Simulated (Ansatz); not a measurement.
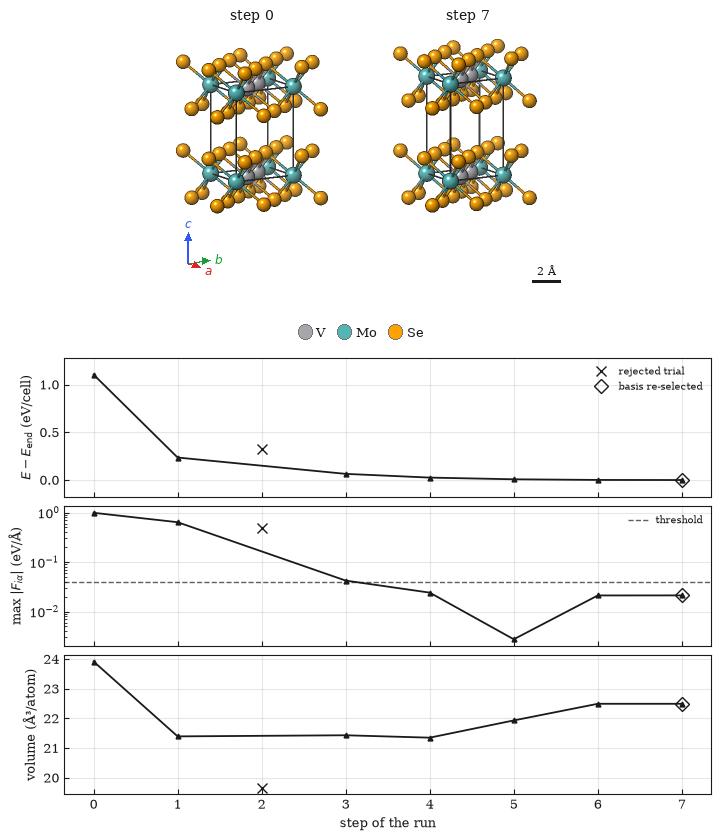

First and last geometry of a relaxation of crystalline V2MoSe6 (a generated structure, set up in P-31m) (coarse preliminary run), with the history of the run. A ball-and-stick model of the cell of the calculation, seen slightly off an axis.

Computed with DFT PBE, scalar-relativistic, plane waves, PAW (Ansatz 0.2.0).

The input:
```yaml
crystal:
  lattice:
    - [6.17517627, 0.0, 0.0]
    - [-3.08758814, 5.34785953, 0.0]
    - [0.0, 0.0, 6.51838018]
  atoms:
    - { symbol: V, position: [0.33333333, 0.66666667, 0.0], spin: 2.0 }
    - { symbol: V, position: [0.66666667, 0.33333333, 0.0], spin: 2.0 }
    - { symbol: Mo, position: [0.0, 0.0, 0.0], spin: 1.0 }
    - { symbol: Se, position: [0.33333333, 0.0, 0.25] }
    - { symbol: Se, position: [0.0, 0.33333333, 0.25] }
    - { symbol: Se, position: [0.66666667, 0.66666667, 0.25] }
    - { symbol: Se, position: [0.66666667, 0.0, 0.75] }
    - { symbol: Se, position: [0.33333333, 0.33333333, 0.75] }
    - { symbol: Se, position: [0.0, 0.66666667, 0.75] }
basis:
  ecutwfc: 420
kpoints:
  mp_grid: { grid: [3, 3, 4] }
hamiltonian:
  xc: pbe
scf:
  occupations: { method: gaussian, width: 0.1 }
  lower_state_search: "off"
output:
  forces: true
  stress: true
  eigenvalues: true
  populations: true
magnetization:
  spin_polarized: true
relax:
  adjacent_minimum: "off"
  f_tol: 0.04
  max_steps: 70
  cell: { stress_tol: 0.4 }
```

Run as
```bash
ansatz run input.yaml --threads 1 --pin off --max-ram 2560MiB --backend cpu --events-out ev --progress --plain --runs-dir out
```

What do the curves and the structures tell?

Answer. It converged. After 5 accepted moves (7 points after the start) the energy has fallen by 1.105 eV per cell of the calculation. Largest force component: 0.99 eV/Å at the start, 0.021 eV/Å at the end. The pressure goes from −8.45 to 0.21 GPa. The line search rejected the trial step at point 2 of the run. The SCF was repeated once at an unchanged geometry on a basis and grid sized afresh for the cell, which shifted the energy by 0.9 meV per cell of the calculation at most. The largest moves relative to the cell, 0.16 Å, are those of Se4, Se5, Se6, Se7, Se8 and Se9. Se7 goes along [−1 0 2]. V and Mo stay in place. Cell: a = b 6.175 → 5.728 Å (−7.2 %), c 6.518 → 7.124 Å (+9.3 %). Volume −6.0 %. Near-neighbour distances that change, for instance: Se4–Se5 3.565 → 3.265 Å, V1–Se4 2.625 → 2.489 Å, Mo3–Se4 2.625 → 2.546 Å. Bond angles that change, for instance: Se4–V2–Se8 94.5° → 99.4°, Se4–V2–Se5 85.5° → 82.0°, V1–Se6–Mo3 85.5° → 82.1°. The space group stays P-31m (No. 162). The program noted that the starting moments weren't kept. The run may lie on a higher electronic state than the lowest, so the end point isn't shown to be the ground-state structure.

Limits of the set-up: layers or molecules are held without a dispersion correction, so their spacing is unreliable.
